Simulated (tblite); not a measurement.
## Geometry relaxation of C5H11FSi

The run: geometry relaxation of C5H11FSi. Method and program: GFN2-xTB geometry optimisation, gas phase (tblite 0.8.0).

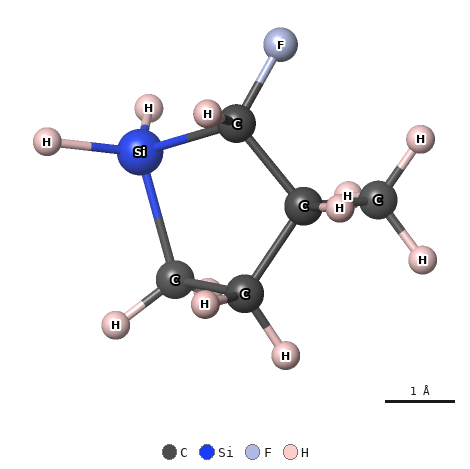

Fig. 1: The input geometry (ball-and-stick view, seen at a tilt).

**Summary**

| quantity | value |
| --- | --- |
| outcome | converged |
| total energy | −619.7549 eV |
| hardware | 1 CPU thread, shared host |
| wall time | 0.88 s |
| peak memory | 1.1 GiB |

**Input file**
```
{"job": {"xc": "GFN2-xTB", "basis": "xTB", "kind": "relax"}, "charge": 0, "multiplicity": 1}
C      1.756300    -0.165600    -0.709900
C      0.824900    -0.358700     0.491100
C     -0.348100    -1.305400     0.183300
C     -1.399400    -0.520900    -0.667300
Si    -1.380900     1.262600     0.053500
C      0.213200     0.957000     1.026600
F      1.087800     1.991800     0.881400
H      2.146000    -1.120500    -1.050400
H      1.241600     0.309300    -1.550400
H      2.599000     0.464900    -0.435700
H      1.438300    -0.812500     1.292900
H     -0.036000    -2.209500    -0.344100
H     -0.824500    -1.625800     1.132000
H     -2.388300    -0.978600    -0.583900
H     -1.104300    -0.488300    -1.709700
H     -2.555000     1.496600     0.944400
H     -1.248200     2.253100    -1.057000
H     -0.031200     0.856800     2.091700
```

The first line tells a small driver script what to run in tblite; the rest is the geometry in Å.

Launched with:
```bash
OMP_NUM_THREADS=1 python <driver script> task.json out
```

**Log**
```
step      E/eV     max force
  0    -619.61297    1.231
  1    -619.67442    0.651
  2    -619.70078    0.271
  3    -619.71019    0.212
  4    -619.71834    0.243
  5    -619.72444    0.220
  6    -619.72956    0.182
  7    -619.73321    0.165
  8    -619.73572    0.126
  9    -619.73710    0.076
 10    -619.73798    0.079
 11    -619.73884    0.098
 12    -619.73986    0.092
 13    -619.74093    0.071
 14    -619.74176    0.062
 15    -619.74233    0.050
 16    -619.74286    0.056
 17    -619.74345    0.058
 18    -619.74404    0.064
 19    -619.74455    0.058
 20    -619.74500    0.050
 21    -619.74549    0.053
 22    -619.74600    0.052
 23    -619.74648    0.062
 24    -619.74691    0.051
 25    -619.74737    0.049
 26    -619.74789    0.048
 27    -619.74838    0.049
 28    -619.74877    0.045
 29    -619.74910    0.040
 30    -619.74947    0.049
 31    -619.74990    0.048
 32    -619.75034    0.059
 33    -619.75072    0.046
 34    -619.75104    0.037
 35    -619.75104    0.037
 36    -619.75119    0.034
 37    -619.75150    0.031
 38    -619.75158    0.028
 39    -619.75179    0.025
 40    -619.75190    0.024
 41    -619.75204    0.026
 42    -619.75216    0.027
 43    -619.75229    0.025
 44    -619.75240    0.024
 45    -619.75250    0.026
 46    -619.75261    0.026
 47    -619.75272    0.021
 48    -619.75280    0.021
 49    -619.75289    0.022
 50    -619.75298    0.026
 51    -619.75308    0.023
 52    -619.75317    0.022
 53    -619.75325    0.023
 54    -619.75332    0.022
 55    -619.75343    0.028
 56    -619.75355    0.030
 57    -619.75366    0.025
 58    -619.75374    0.018
 59    -619.75380    0.019
 60    -619.75388    0.021
 61    -619.75399    0.022
 62    -619.75411    0.026
 63    -619.75420    0.026
 64    -619.75428    0.023
 65    -619.75435    0.024
 66    -619.75442    0.019
 67    -619.75449    0.024
 68    -619.75455    0.023
 69    -619.75462    0.023
 70    -619.75467    0.020
 71    -619.75471    0.012
 72    -619.75473    0.013
 73    -619.75475    0.013
 74    -619.75477    0.009
 75    -619.75478    0.005
 76    -619.75478    0.005
 77    -619.75479    0.005
 78    -619.75479    0.007
 79    -619.75480    0.007
 80    -619.75481    0.006
 81    -619.75481    0.006
 82    -619.75481    0.005
 83    -619.75482    0.006
 84    -619.75483    0.009
 85    -619.75484    0.009
 86    -619.75484    0.008
 87    -619.75485    0.007
 88    -619.75486    0.007
 89    -619.75487    0.006
 90    -619.75487    0.008
 91    -619.75488    0.005
 92    -619.75488    0.004
```

**Trajectory as extended XYZ (Å, eV, eV/Å), 12 frames, from step=0 to step=92**
```
18
Properties=species:S:1:pos:R:3:forces:R:3 step=0 energy=-619.61297
C     1.7563   -0.1656   -0.7099   -0.3160   0.3010  -0.0970
C     0.8249   -0.3587    0.4911    0.2010  -0.5490   0.4260
C    -0.3481   -1.3054    0.1833   -0.7260   0.4570  -0.1770
C    -1.3994   -0.5209   -0.6673    0.1780   0.0860   0.8420
Si   -1.3809    1.2626    0.0535   -0.9190  -0.0760  -0.8160
C     0.2132    0.9570    1.0266   -0.1450  -0.6240  -0.2570
F     1.0878    1.9918    0.8814    0.5860   0.5380   0.2680
H     2.1460   -1.1205   -1.0504   -0.0400  -0.0850   0.0700
H     1.2416    0.3093   -1.5504    0.0080  -0.0480   0.1970
H     2.5990    0.4649   -0.4357   -0.0350   0.0280   0.0280
H     1.4383   -0.8125    1.2929   -0.1210   0.0910  -0.1710
H    -0.0360   -2.2095   -0.3441    0.1410   0.1290   0.0600
H    -0.8245   -1.6258    1.1320    0.2330   0.2160  -0.4150
H    -2.3883   -0.9786   -0.5839    0.2590  -0.0760  -0.1900
H    -1.1043   -0.4883   -1.7097   -0.0390  -0.2380  -0.1000
H    -2.5550    1.4966    0.9444    0.4080   0.0430  -0.2630
H    -1.2482    2.2531   -1.0570   -0.0220  -0.2430   0.5400
H    -0.0312    0.8568    2.0917    0.3510   0.0500   0.0550
18
Properties=species:S:1:pos:R:3:forces:R:3 step=8 energy=-619.73572
C     1.7365   -0.1589   -0.7037   -0.0170   0.0120   0.0040
C     0.8241   -0.3663    0.4999   -0.0290  -0.0720  -0.0060
C    -0.3627   -1.2820    0.1766   -0.0440  -0.0350  -0.0280
C    -1.4052   -0.5330   -0.6629    0.0090   0.0360  -0.0320
Si   -1.4008    1.2436    0.0174   -0.0480   0.0160  -0.0660
C     0.2219    0.9528    1.0062    0.0310  -0.0110   0.0590
F     1.1265    1.9985    0.9192    0.0570   0.0310  -0.0610
H     2.1269   -1.1188   -1.0383   -0.0160   0.0360  -0.0300
H     1.2072    0.3169   -1.5249   -0.0370   0.0070  -0.0020
H     2.5755    0.4742   -0.4260    0.0040   0.0280  -0.0250
H     1.4257   -0.8282    1.2909    0.0120   0.0000   0.0280
H    -0.0201   -2.1761   -0.3466    0.0270  -0.0370   0.0480
H    -0.8243   -1.5965    1.1155    0.0040  -0.0140  -0.0010
H    -2.3741   -1.0289   -0.6080    0.0690   0.0030   0.0060
H    -1.1104   -0.5413   -1.7124   -0.0150  -0.0350  -0.0040
H    -2.5230    1.5217    0.9201    0.0410   0.0140  -0.0170
H    -1.2525    2.2685   -1.0122    0.0190   0.0270   0.0210
H     0.0199    0.8602    2.0776   -0.0670  -0.0060   0.1070
18
Properties=species:S:1:pos:R:3:forces:R:3 step=16 energy=-619.74286
C     1.7207   -0.1495   -0.7016    0.0010  -0.0010  -0.0110
C     0.8217   -0.3729    0.5109   -0.0040  -0.0410  -0.0240
C    -0.3604   -1.2886    0.1782   -0.0350  -0.0280  -0.0060
C    -1.3928   -0.5390   -0.6743   -0.0180   0.0120  -0.0090
Si   -1.3880    1.2428    0.0035   -0.0190  -0.0190  -0.0200
C     0.2211    0.9467    1.0181    0.0390   0.0050  -0.0080
F     1.1363    1.9830    0.9121    0.0170   0.0520   0.0140
H     2.1144   -1.1011   -1.0539   -0.0130  -0.0010  -0.0040
H     1.1756    0.3256   -1.5135   -0.0380   0.0200   0.0170
H     2.5596    0.4892   -0.4370   -0.0090   0.0220   0.0050
H     1.4257   -0.8375    1.2983    0.0280   0.0060   0.0070
H    -0.0105   -2.1900   -0.3278    0.0110  -0.0060  -0.0070
H    -0.8341   -1.5990    1.1119   -0.0090   0.0040   0.0290
H    -2.3598   -1.0355   -0.6089   -0.0020   0.0290   0.0050
H    -1.1097   -0.5657   -1.7272    0.0330   0.0030   0.0320
H    -2.5041    1.5341    0.9085   -0.0030  -0.0140  -0.0160
H    -1.2374    2.2920   -1.0016    0.0380  -0.0220  -0.0030
H     0.0131    0.8717    2.0925   -0.0170  -0.0200  -0.0010
18
Properties=species:S:1:pos:R:3:forces:R:3 step=25 energy=-619.74737
C     1.6975   -0.1390   -0.7066    0.0100   0.0130  -0.0210
C     0.8224   -0.3791    0.5178   -0.0060  -0.0320  -0.0260
C    -0.3618   -1.2956    0.1917   -0.0320  -0.0180  -0.0100
C    -1.3823   -0.5440   -0.6731   -0.0170   0.0180  -0.0260
Si   -1.3687    1.2412   -0.0068   -0.0280  -0.0200  -0.0200
C     0.2267    0.9422    1.0241    0.0010  -0.0160   0.0120
F     1.1429    1.9801    0.9256   -0.0050  -0.0150   0.0460
H     2.0958   -1.0791   -1.0829   -0.0210  -0.0020   0.0050
H     1.1245    0.3441   -1.4934    0.0030   0.0130  -0.0390
H     2.5306    0.5090   -0.4478    0.0240   0.0130  -0.0110
H     1.4399   -0.8421    1.2951    0.0140   0.0000   0.0230
H    -0.0132   -2.2008   -0.3089    0.0150   0.0010   0.0000
H    -0.8416   -1.6011    1.1237    0.0000   0.0210   0.0420
H    -2.3593   -1.0220   -0.6166    0.0310  -0.0120   0.0140
H    -1.0834   -0.5842   -1.7207   -0.0030   0.0130   0.0090
H    -2.4979    1.5280    0.8814   -0.0120   0.0150  -0.0100
H    -1.1844    2.2866   -1.0083    0.0130  -0.0040  -0.0200
H     0.0038    0.8622    2.0941    0.0140   0.0100   0.0310
18
Properties=species:S:1:pos:R:3:forces:R:3 step=33 energy=-619.75072
C     1.6782   -0.1246   -0.7193    0.0150   0.0090  -0.0150
C     0.8223   -0.3792    0.5178    0.0190  -0.0180  -0.0280
C    -0.3624   -1.2984    0.2032   -0.0060   0.0160   0.0000
C    -1.3762   -0.5494   -0.6712    0.0000   0.0140  -0.0020
Si   -1.3578    1.2389   -0.0137    0.0070  -0.0050   0.0080
C     0.2234    0.9342    1.0429    0.0260  -0.0340  -0.0080
F     1.1466    1.9680    0.9706   -0.0230   0.0090   0.0070
H     2.0691   -1.0626   -1.1086   -0.0020   0.0030   0.0070
H     1.0993    0.3653   -1.4985   -0.0230  -0.0030   0.0040
H     2.5148    0.5233   -0.4709    0.0230  -0.0080   0.0150
H     1.4539   -0.8436    1.2841    0.0080   0.0110  -0.0070
H    -0.0186   -2.2119   -0.2875    0.0010   0.0240   0.0390
H    -0.8417   -1.5811    1.1437    0.0000  -0.0190  -0.0090
H    -2.3524   -1.0290   -0.6185    0.0180   0.0030  -0.0010
H    -1.0665   -0.5905   -1.7154   -0.0250  -0.0150   0.0040
H    -2.5055    1.5398    0.8448    0.0000   0.0280  -0.0030
H    -1.1330    2.2661   -1.0274   -0.0070   0.0010   0.0020
H    -0.0020    0.8411    2.1123   -0.0320  -0.0170  -0.0140
18
Properties=species:S:1:pos:R:3:forces:R:3 step=41 energy=-619.75204
C     1.6792   -0.1227   -0.7223    0.0020  -0.0040  -0.0020
C     0.8264   -0.3795    0.5158   -0.0080  -0.0080  -0.0070
C    -0.3606   -1.2965    0.2059   -0.0110  -0.0130  -0.0180
C    -1.3750   -0.5495   -0.6703   -0.0120   0.0010  -0.0040
Si   -1.3560    1.2401   -0.0146   -0.0070  -0.0190  -0.0170
C     0.2231    0.9296    1.0419   -0.0020   0.0090   0.0070
F     1.1401    1.9690    0.9807    0.0020   0.0020   0.0190
H     2.0681   -1.0603   -1.1138   -0.0030  -0.0040  -0.0040
H     1.0937    0.3675   -1.4964    0.0160   0.0110  -0.0040
H     2.5187    0.5212   -0.4713   -0.0040   0.0060  -0.0100
H     1.4611   -0.8426    1.2798    0.0030   0.0040   0.0100
H    -0.0166   -2.2114   -0.2789    0.0080  -0.0150  -0.0130
H    -0.8411   -1.5812    1.1452    0.0090   0.0150   0.0050
H    -2.3508   -1.0291   -0.6153    0.0050   0.0010   0.0180
H    -1.0720   -0.5957   -1.7165    0.0020   0.0000   0.0200
H    -2.5039    1.5538    0.8397    0.0080   0.0120  -0.0040
H    -1.1301    2.2656   -1.0292    0.0010   0.0060  -0.0090
H    -0.0130    0.8279    2.1078   -0.0080  -0.0040   0.0120
18
Properties=species:S:1:pos:R:3:forces:R:3 step=50 energy=-619.75298
C     1.6821   -0.1203   -0.7259   -0.0050   0.0000   0.0060
C     0.8286   -0.3783    0.5119   -0.0100  -0.0050   0.0040
C    -0.3570   -1.2979    0.2048   -0.0170  -0.0050  -0.0060
C    -1.3777   -0.5529   -0.6659   -0.0070   0.0100  -0.0020
Si   -1.3535    1.2414   -0.0214   -0.0140  -0.0070  -0.0130
C     0.2184    0.9257    1.0426    0.0060   0.0150   0.0060
F     1.1339    1.9664    1.0037    0.0220   0.0130   0.0030
H     2.0664   -1.0592   -1.1194    0.0000   0.0060  -0.0020
H     1.1012    0.3751   -1.5003   -0.0030   0.0030   0.0050
H     2.5241    0.5199   -0.4738   -0.0010   0.0030   0.0000
H     1.4625   -0.8386    1.2781    0.0180  -0.0050  -0.0050
H    -0.0151   -2.2136   -0.2807    0.0070   0.0010  -0.0050
H    -0.8321   -1.5798    1.1475    0.0020  -0.0040   0.0060
H    -2.3532   -1.0318   -0.5988    0.0070   0.0060   0.0020
H    -1.0816   -0.6039   -1.7137   -0.0090  -0.0020   0.0090
H    -2.4957    1.5751    0.8328   -0.0070  -0.0040  -0.0030
H    -1.1301    2.2660   -1.0381    0.0150  -0.0130  -0.0110
H    -0.0299    0.8131    2.1050   -0.0040  -0.0110   0.0070
18
Properties=species:S:1:pos:R:3:forces:R:3 step=58 energy=-619.75374
C     1.6808   -0.1141   -0.7282   -0.0060   0.0040   0.0060
C     0.8293   -0.3766    0.5101   -0.0020  -0.0010   0.0040
C    -0.3559   -1.2982    0.2053    0.0040   0.0000  -0.0040
C    -1.3837   -0.5542   -0.6587    0.0090  -0.0010   0.0020
Si   -1.3490    1.2446   -0.0273    0.0050  -0.0160  -0.0070
C     0.2176    0.9245    1.0463   -0.0020  -0.0010   0.0050
F     1.1380    1.9618    1.0311   -0.0070   0.0000  -0.0140
H     2.0629   -1.0528   -1.1250   -0.0020   0.0160  -0.0090
H     1.1009    0.3870   -1.4997   -0.0060  -0.0060   0.0020
H     2.5245    0.5228   -0.4731   -0.0050   0.0010  -0.0040
H     1.4702   -0.8374    1.2707   -0.0100  -0.0030   0.0090
H    -0.0115   -2.2097   -0.2865   -0.0040  -0.0040   0.0050
H    -0.8243   -1.5856    1.1500    0.0040  -0.0040  -0.0090
H    -2.3594   -1.0311   -0.5802    0.0120   0.0120   0.0060
H    -1.0978   -0.6128   -1.7089   -0.0060   0.0030   0.0060
H    -2.4951    1.5885    0.8184    0.0100   0.0070  -0.0120
H    -1.1125    2.2501   -1.0605    0.0070  -0.0020   0.0060
H    -0.0440    0.7993    2.1044    0.0010  -0.0050   0.0070
18
Properties=species:S:1:pos:R:3:forces:R:3 step=66 energy=-619.75442
C     1.6762   -0.1058   -0.7285   -0.0040  -0.0010   0.0030
C     0.8306   -0.3784    0.5119    0.0010   0.0020  -0.0040
C    -0.3524   -1.3023    0.2048    0.0050   0.0070  -0.0010
C    -1.3849   -0.5567   -0.6527    0.0010  -0.0100   0.0050
Si   -1.3395    1.2451   -0.0337   -0.0010  -0.0150  -0.0050
C     0.2155    0.9193    1.0527    0.0020  -0.0040  -0.0030
F     1.1346    1.9580    1.0459   -0.0020  -0.0090   0.0050
H     2.0595   -1.0389   -1.1368   -0.0010   0.0040   0.0080
H     1.0893    0.3972   -1.4938    0.0010   0.0010   0.0090
H     2.5194    0.5324   -0.4740   -0.0120   0.0020  -0.0050
H     1.4726   -0.8396    1.2716   -0.0010  -0.0010  -0.0110
H    -0.0063   -2.2111   -0.2914   -0.0070   0.0080   0.0050
H    -0.8177   -1.5952    1.1493    0.0030  -0.0040  -0.0120
H    -2.3627   -1.0252   -0.5569    0.0040  -0.0070  -0.0110
H    -1.1143   -0.6213   -1.7066   -0.0020  -0.0120   0.0130
H    -2.4902    1.6074    0.7957   -0.0040   0.0140   0.0030
H    -1.0857    2.2345   -1.0775    0.0090   0.0160   0.0030
H    -0.0528    0.7871    2.1085    0.0070   0.0090  -0.0030
18
Properties=species:S:1:pos:R:3:forces:R:3 step=75 energy=-619.75478
C     1.6718   -0.1005   -0.7287   -0.0020  -0.0020   0.0000
C     0.8303   -0.3793    0.5126    0.0000  -0.0030  -0.0020
C    -0.3510   -1.3049    0.2050   -0.0010   0.0000   0.0010
C    -1.3869   -0.5608   -0.6496    0.0020  -0.0020   0.0000
Si   -1.3352    1.2442   -0.0381    0.0000  -0.0040  -0.0010
C     0.2143    0.9165    1.0555    0.0030  -0.0040   0.0000
F     1.1344    1.9542    1.0528   -0.0010   0.0000   0.0010
H     2.0581   -1.0310   -1.1396    0.0010   0.0020   0.0000
H     1.0802    0.4025   -1.4901    0.0030  -0.0030  -0.0030
H     2.5123    0.5412   -0.4750   -0.0050   0.0010  -0.0020
H     1.4750   -0.8421    1.2687    0.0000   0.0030   0.0000
H    -0.0039   -2.2113   -0.2945   -0.0010   0.0020   0.0040
H    -0.8143   -1.6024    1.1488    0.0020  -0.0010   0.0000
H    -2.3645   -1.0289   -0.5488    0.0020   0.0030  -0.0010
H    -1.1210   -0.6322   -1.7040    0.0000   0.0040   0.0010
H    -2.4866    1.6242    0.7825   -0.0040   0.0010   0.0030
H    -1.0660    2.2327   -1.0796    0.0040   0.0030  -0.0020
H    -0.0558    0.7840    2.1105   -0.0020   0.0000   0.0000
18
Properties=species:S:1:pos:R:3:forces:R:3 step=83 energy=-619.75482
C     1.6708   -0.1004   -0.7297    0.0000   0.0010   0.0010
C     0.8301   -0.3795    0.5122    0.0000  -0.0020  -0.0020
C    -0.3510   -1.3053    0.2057   -0.0020   0.0010  -0.0020
C    -1.3868   -0.5609   -0.6489    0.0000  -0.0020   0.0000
Si   -1.3351    1.2446   -0.0383    0.0020  -0.0040  -0.0010
C     0.2137    0.9158    1.0557    0.0050  -0.0030   0.0020
F     1.1339    1.9533    1.0547    0.0000   0.0040   0.0020
H     2.0600   -1.0303   -1.1395    0.0010   0.0020   0.0040
H     1.0791    0.4001   -1.4928   -0.0030  -0.0040   0.0020
H     2.5089    0.5441   -0.4758    0.0020   0.0010  -0.0040
H     1.4760   -0.8413    1.2680   -0.0020   0.0010  -0.0020
H    -0.0037   -2.2118   -0.2934   -0.0030   0.0020   0.0000
H    -0.8136   -1.6031    1.1498   -0.0010   0.0030  -0.0020
H    -2.3645   -1.0288   -0.5485    0.0000   0.0010   0.0000
H    -1.1210   -0.6315   -1.7034    0.0010   0.0000   0.0020
H    -2.4870    1.6258    0.7812   -0.0020   0.0000   0.0000
H    -1.0611    2.2331   -1.0787   -0.0010   0.0010  -0.0020
H    -0.0575    0.7826    2.1103    0.0000  -0.0020   0.0020
18
Properties=species:S:1:pos:R:3:forces:R:3 step=92 energy=-619.75488
C     1.6698   -0.1001   -0.7312    0.0000   0.0000   0.0000
C     0.8308   -0.3794    0.5117   -0.0010  -0.0010  -0.0020
C    -0.3511   -1.3047    0.2062    0.0000  -0.0010  -0.0020
C    -1.3866   -0.5604   -0.6487    0.0010   0.0000   0.0010
Si   -1.3337    1.2449   -0.0383    0.0020   0.0010   0.0000
C     0.2136    0.9145    1.0573    0.0020   0.0000   0.0010
F     1.1327    1.9530    1.0604    0.0030   0.0000   0.0000
H     2.0657   -1.0294   -1.1356    0.0000   0.0000   0.0000
H     1.0745    0.3918   -1.4968    0.0000  -0.0020   0.0010
H     2.5038    0.5515   -0.4816   -0.0020   0.0020   0.0020
H     1.4776   -0.8415    1.2666   -0.0020   0.0010  -0.0020
H    -0.0056   -2.2119   -0.2927    0.0030  -0.0020   0.0010
H    -0.8136   -1.6009    1.1508    0.0000   0.0000  -0.0020
H    -2.3646   -1.0277   -0.5481    0.0020   0.0010  -0.0010
H    -1.1204   -0.6315   -1.7030   -0.0030  -0.0010   0.0010
H    -2.4874    1.6273    0.7782    0.0000   0.0010   0.0010
H    -1.0555    2.2330   -1.0780   -0.0020   0.0020  -0.0020
H    -0.0587    0.7777    2.1112   -0.0020   0.0010   0.0020
```
